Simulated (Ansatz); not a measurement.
Band structure of SbPt (P6_3/mmc, 4 atoms in the cell).

```xyz
4
Lattice="4.1077 0.0000 0.0000 -2.0538 3.5574 0.0000 0.0000 0.0000 5.4467" Properties=species:S:1:pos:R:3 pbc="T T T"
Sb     2.0538     1.1858     4.0850
Sb     0.0000     2.3716     1.3617
Pt     0.0000     0.0000     2.7233
Pt     0.0000     0.0000     0.0000
```

Computed with LDA (PW92), PAW files made with PBE (plane waves; Ansatz, a program for electronic structure).

Settings: kpoints.mp_grid.grid = 8 8 5; hamiltonian.xc = lda; hamiltonian.pseudopotentials = {kind: paw} (an earlier, softer set of the program's PAW files); scf.occupations.method = fermi_dirac; scf.occupations.width = 0.0073 Ry; kpoints.band_path.npoints = 8.

The starting cell comes from a database of computed structures (which also holds hypothetical and non-ambient phases and stackings), without a prior relaxation at this level. Its lattice was rescaled by a random factor within 2.5 % of one. Spin-orbit coupling is off. Spin polarisation is off.

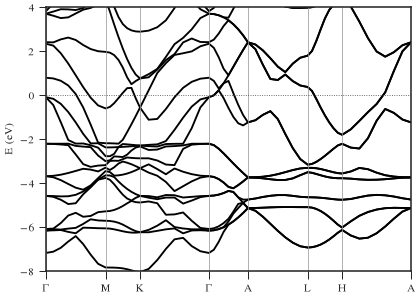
Bands along the path, energies from the Fermi level.

Levels in eV from the Fermi level, bands 29 to 36:
```json
[
 {"point": "Γ", "29": "-2.21", "30": "-2.21", "31": "-0.10", "32": "-0.10", "33": "0.79", "34": "2.33", "35": "2.40", "36": "3.70"},
 {"point": "M", "29": "-3.18", "30": "-3.00", "31": "-2.78", "32": "-2.38", "33": "-2.19", "34": "-0.61", "35": "1.96", "36": "4.34"},
 {"point": "K", "29": "-2.87", "30": "-2.33", "31": "-2.29", "32": "-2.29", "33": "-0.57", "34": "-0.57", "35": "0.75", "36": "0.75"},
 {"point": "A", "29": "-3.74", "30": "-3.74", "31": "-1.24", "32": "-1.24", "33": "2.40", "34": "2.40", "35": "2.40", "36": "2.40"},
 {"point": "L", "29": "-3.31", "30": "-3.31", "31": "-3.16", "32": "-3.16", "33": "0.37", "34": "0.37", "35": "1.79", "36": "1.79"},
 {"point": "H", "29": "-3.56", "30": "-3.56", "31": "-2.22", "32": "-2.22", "33": "-1.81", "34": "-1.81", "35": "4.31", "36": "4.31"}
]
```

Bands cross the Fermi level along this path, so the cell is metallic at this level.

Keys are those of Ansatz 0.2.
